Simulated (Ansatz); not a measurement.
## Electronic structure of F₂H₂S₂Si in real space

Input

```
crystal:
  periodic: [false, false, false]
  atoms:
    - {symbol: F, position_ang: [0.824430, -1.487559, 1.053177]}
    - {symbol: Si, position_ang: [0.178552, -0.419452, 0.080561]}
    - {symbol: F, position_ang: [-0.855631, -1.226506, -0.808872]}
    - {symbol: S, position_ang: [-0.869891, 1.095100, 1.097648]}
    - {symbol: S, position_ang: [1.782386, 0.378262, -1.016799]}
    - {symbol: H, position_ang: [-1.983666, 0.349107, 1.217054]}
    - {symbol: H, position_ang: [0.985118, 1.243047, -1.668470]}
basis:
  gaussian: {orbitals: def2-TZVPP}
hamiltonian: {xc: pbe0, dispersion: d4}
output: {orbitals: {seedname: orbitals}}
```

Launched as:

```sh
ansatz run in.yaml --threads 4 --pin off --events-out ev --progress --plain --max-ram 10444MiB
```

Geometry: PBE0-D4/def2-TZVP.

The calculation used RKS PBE0-D4/def2-TZVPP (Ansatz 0.2.0).

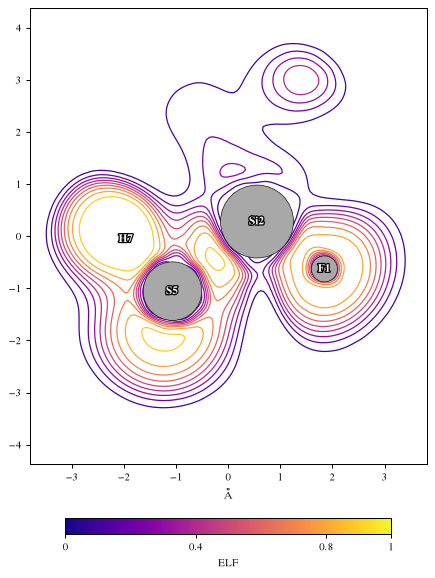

Figure 1. Electron localisation function on the plane of atoms Si2, S5 and H7. Grey discs cover the atomic cores.

**What does the map show?**

Atoms in the plane: F, Si, S and H.
Si–F (1.58 Å): the ELF peaks at about 0.85 in the valence shell of F, 0.6 Å from its nucleus, and is about 0.50 at the midpoint.
Si–S (2.10 Å): the ELF peaks at about 0.90 between the atoms (localised, covalent bonding).
S–H (1.34 Å): the ELF climbs to about 1 towards the hydrogen, as it does in any bond to H.
The ELF also peaks beside S5 and F1, away from the bonds: lone-pair regions.

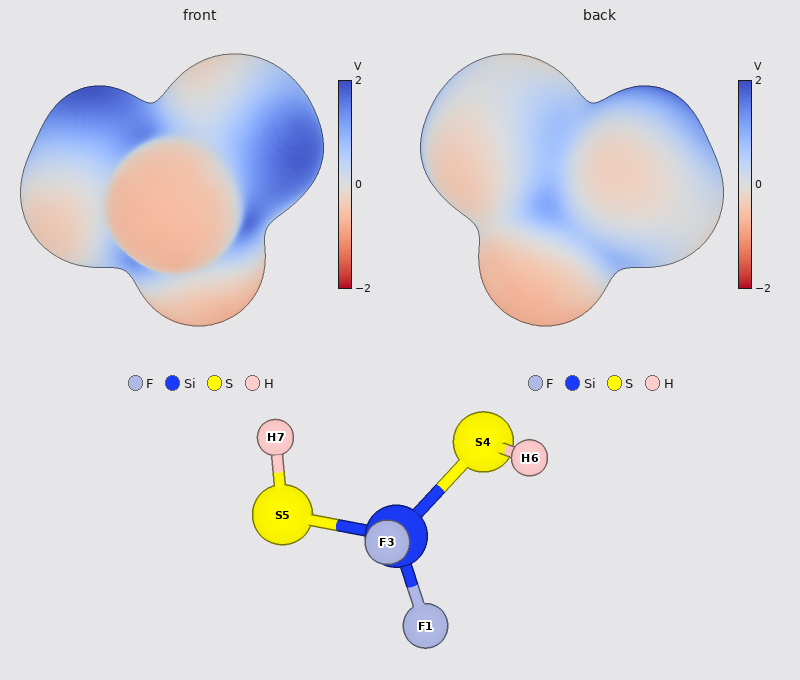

Figure 2. The electrostatic potential painted on the density surface at 0.002 e/bohr³, seen from the front and from behind; red is negative and blue positive. The bare structure is drawn below in the same view.

**Describe the electrostatic potential map.**

The most negative region (about −0.7 V, or −16 kcal/mol for a unit charge) lies over F1 and F3, the most positive (about +1.8 V, or +42 kcal/mol for a unit charge) over H6 and H7.

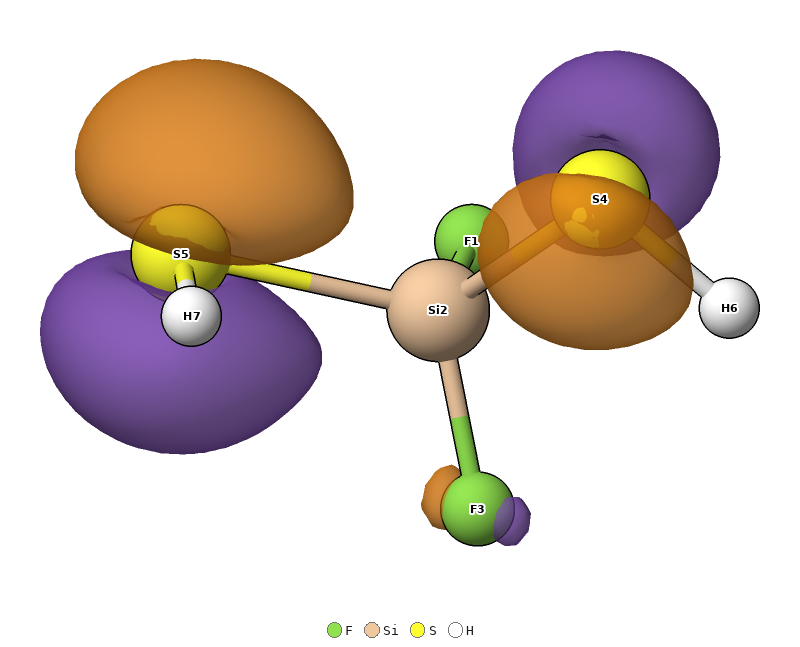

Figure 3. The HOMO−1 at ±0.15 Å⁻³ᐟ² (orange and purple are the two phases), seen from one side.

**Describe this orbital and give its energy.**

It lies mainly on S5 (about 60 %) and S4 (about 25 %). Its energy is −8.35 eV.

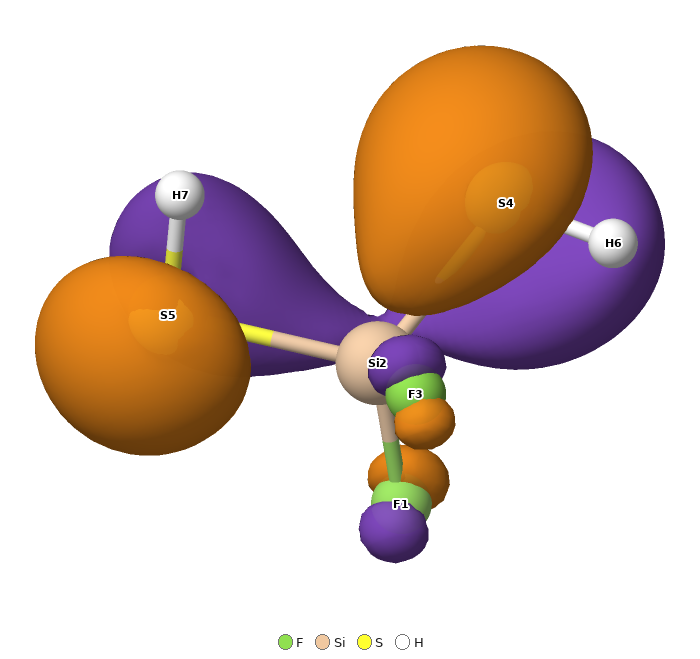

Figure 4. The HOMO at ±0.1 Å⁻³ᐟ² (orange and purple are the two phases), seen across its widest extent.

**What is the character of this orbital?**

It lies mainly on S4 (about 60 %) and S5 (about 25 %). Its energy is −8.28 eV.
